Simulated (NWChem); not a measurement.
# CH4FSi (SMILES C[SiH]F) at UM06-2X/jorge-DZP

Aim: the electronic atomisation energy of CH4FSi at UM06-2X/jorge-DZP, from 5 runs. 

Program for the calculation: NWChem 7.3.0.

### 1 Starting point

CH4FSi: 7 atoms, total charge 0, spin state doublet. As SMILES, `C[SiH]F`. Geometry: relaxed at PBE0-D4/def2-TZVP.

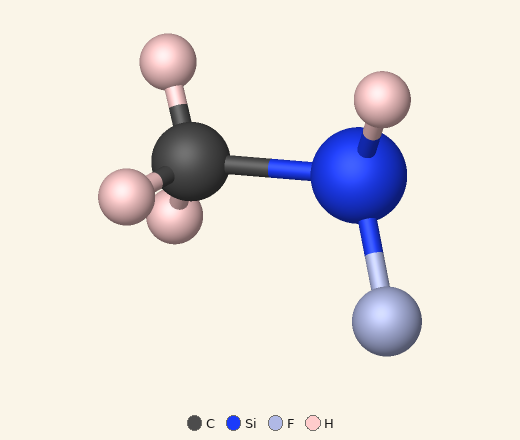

The structure, seen from a chosen angle (carbon dark grey, silicon blue, fluorine light blue, hydrogen pink).

### 2 The energy at UM06-2X/jorge-DZP (run 1)

The input, ch4fsi.nw:

```
start ch4fsi
title "CH4FSi energy"
memory 2200 mb
geometry units angstroms noautosym nocenter noautoz
 C    -0.653500    0.389500   -0.298000
 Si    0.917400   -0.594100   -0.104100
 F     0.640700   -1.812800    0.909600
 H    -1.444900   -0.207800   -0.754100
 H    -0.470200    1.260900   -0.931700
 H    -1.000700    0.738300    0.679600
 H     2.011300    0.226000    0.498700
end
basis spherical bse
 * library jorge-DZP
end
dft
 xc m06-2x
 mult 2
 grid fine
 convergence energy 1e-08
 maxiter 100
 mulliken
 print low
end
task dft energy
```

Command:

```
$ nwchem ch4fsi.nw > ch4fsi.out
```

The program printed, cut to the lines that bear on the results:

```text
[...]
 d= 0,ls=0.0,diis     1   -429.7429568591 -5.37D+02  6.32D-03  6.00D-01     1.9
[...]
 d= 0,ls=0.0,diis    11   -429.7999451366 -2.74D-09  1.54D-07  3.49D-11    19.6
[...]
         Total DFT energy =     -429.799945136593
      One electron energy =     -806.645831156049
           Coulomb energy =      308.234633110175
    Exchange-Corr. energy =      -38.271206803490
 Nuclear repulsion energy =      106.882459712771
[...]
      Total Density - Mulliken Population Analysis
     ---------------------------------------------
    Atom       Charge   Shell Charges
 -----------   ------   -------------------------------------------------------
    1 C    6     6.39   0.93  1.05  0.67  0.50  2.57  0.65  0.02
    2 Si  14    13.48   0.39  0.80  0.70  0.13  1.96  0.92  0.36  5.33  0.71  1.28  0.57  0.33
    3 F    9     9.36   0.96  1.02  0.87  1.06  4.01  1.44  0.00
    4 H    1     0.89   0.72  0.15  0.02
    5 H    1     0.90   0.72  0.15  0.02
    6 H    1     0.89   0.72  0.15  0.02
    7 H    1     1.09   0.72  0.35  0.01
[...]
      <S2> =      0.7519 (Exact =     0.7500)
[...]
```

Wall time 20 s (1 thread of Intel Xeon Platinum 8488C (Sapphire Rapids), shared host); peak memory 0.12 GiB.

### 3 The C atom at the same level (run 2)

The input, sp.nw:

```
START sp
memory total 2200 mb

GEOMETRY units angstroms noautosym nocenter noautoz
  C        0.000000       0.000000       0.000000
END

BASIS "ao basis" spherical bse
  * library jorge-DZP
END

DFT
  xc m06-2x
  mult 3
  grid fine
  convergence energy 1e-08
  iterations 100
  mulliken
  print low
END

TASK dft
```

Run the same way, it converges to -37.83921 Eh (log not shown).

Run 3 isn't shown in full; the table further down has it.

### 4 The H atom, same level (run 4)

The input, input.xyz:

```xyz
1
H energy
H      0.000000     0.000000     0.000000
```

The input, input.nw:

```
start input
title "H energy"
memory 2200 mb
charge 0
geometry units angstroms noautosym nocenter noautoz
  load format xyz input.xyz
end
basis spherical bse
  * library jorge-DZP
end
dft
  xc m06-2x
  mult 2
  grid fine
  convergence energy 1e-08
  iterations 100
  mulliken
  noprint "final vectors analysis"
end
task dft
```

Run the same way, it converges to -0.49783 Eh (log not shown).

### 5 The Si atom at the same level (run 5)

The input, si.nw:

```
start si
memory total 2200 mb
geometry noautosym nocenter noautoz
Si       0.000000       0.000000       0.000000
end
basis spherical bse
* library jorge-DZP
end
dft
xc m06-2x
mult 3
grid fine
convergence energy 1e-08
iterations 100
mulliken
noprint "final vectors analysis"
end
task dft energy
```

Command:

```
$ nwchem si.nw > si.out
```

The program printed, cut to the lines that bear on the results:

```text
[...]
          Wavefunction type:  spin polarized.
          No. of atoms     :     1
          No. of electrons :    14
[...]
          Charge           :     0
          Spin multiplicity:     3
[...]
          AO basis - number of functions:    24
[...]
              XC Information
              --------------
                       M06-2X Method XC Functional
                     Hartree-Fock (Exact) Exchange  0.540
                        M06-2X Exchange Functional  1.000
                      M06-2X Correlation Potential  1.000
[...]
 d= 0,ls=0.0,diis     1   -289.3283923123 -2.89D+02  1.36D-02  5.06D-01     0.2
[...]
 d= 0,ls=0.0,diis     7   -289.3432531466 -2.82D-09  1.08D-06  5.50D-11     0.9
[...]
         Total DFT energy =     -289.343253146647
      One electron energy =     -400.752974962729
           Coulomb energy =      132.199908373286
    Exchange-Corr. energy =      -20.790186557205
 Nuclear repulsion energy =        0.000000000000
[...]
      Total Density - Mulliken Population Analysis
     ---------------------------------------------
    Atom       Charge   Shell Charges
 -----------   ------   -------------------------------------------------------
    1 Si  14    14.00   0.39  0.80  0.70  0.13  1.96  1.18  0.84  5.31  0.71  0.94  1.03  0.00
     --------------------------------------------
      Spin Density - Mulliken Population Analysis
     --------------------------------------------
    Atom       Charge   Shell Charges
 -----------   ------   -------------------------------------------------------
    1 Si  14     2.00   0.00 -0.00  0.00 -0.00  0.00  0.06 -0.06  0.04  0.01  0.92  1.03 -0.00
[...]
      <S2> =      2.0019 (Exact =     2.0000)
[...]
```

Run time: 1.6 s. Hardware: 1 thread of Intel Xeon Platinum 8488C (Sapphire Rapids), shared host; peak memory 0.11 GiB.

### 6 Overview of the runs

```
run  partner  energy (Eh)   ⟨S²⟩  wall time
  1     base  -429.799945  0.752       20 s
  2    atoms   -37.839206  2.002     0.97 s
  3    atoms   -99.720880  0.751      1.6 s
  4    atoms    -0.497825  0.750     0.72 s
  5    atoms  -289.343253  2.002      1.6 s
```

### 7 Outcome

Level: UM06-2X/jorge-DZP.

| quantity | value |
| --- | --- |
| Si atom: total energy | -289.34325 Eh |
| Si atom: ⟨S²⟩ | 2.002 |
| electronic atomisation energy | 24.635 eV |

In words: Taking the molecule apart into free atoms costs 24.63 eV (2377 kJ/mol), before zero-point energy and without spin-orbit coupling. All runs together took 25 s, the longest 20 s.
